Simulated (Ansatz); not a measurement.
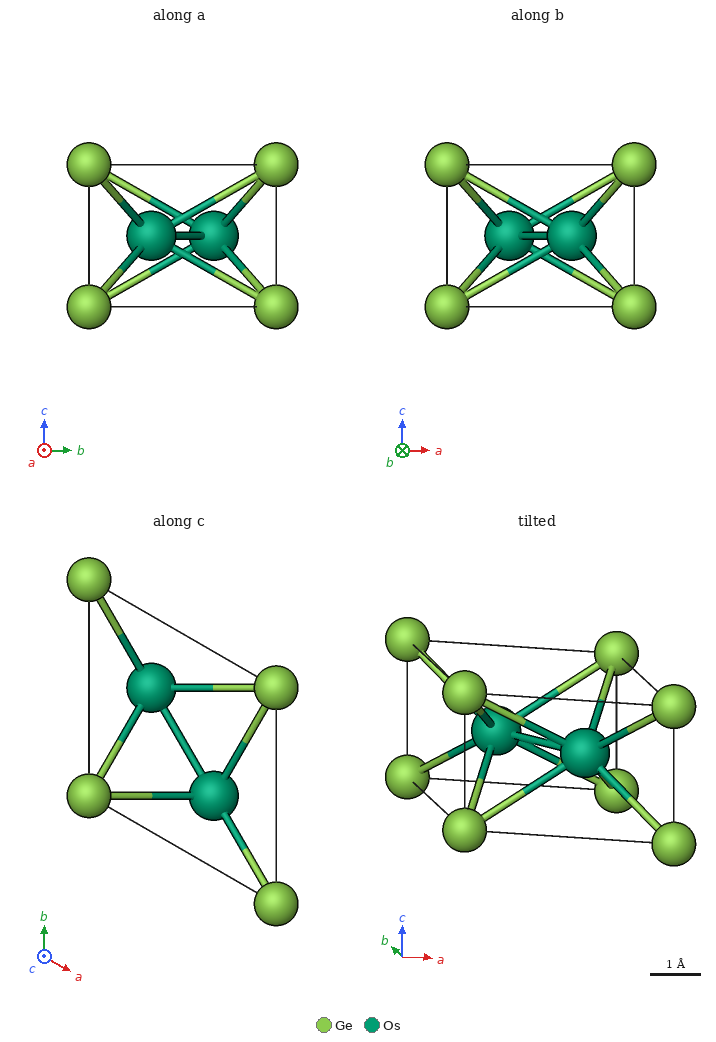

Ball-and-stick drawing of the structure, looking along the a axis, along the b axis, along the c axis and slightly off an axis. The frame is the conventional unit cell; atoms at its boundary are shown with their periodic copies.

Lattice parameters: a = 4.340 Å, b = 4.340 Å, c = 2.856 Å, α = 90.00°, β = 90.00°, γ = 120.00°.

Put the structure into a table of Wyckoff sites.

Answer. Space group P6/mmm (No. 191).
| atom | site | x | y | z |
| --- | --- | --- | --- | --- |
| Ge | 1a | 0.0000 | 0.0000 | 0.0000 |
| Os | 2d | 0.3333 | 0.6667 | 0.5000 |

Provenance: a textbook structure type filled with these elements (whether it is the usual form wasn't checked). The structure drawn was relaxed with Ansatz, DFT PBE, scalar-relativistic, plane waves, PAW.
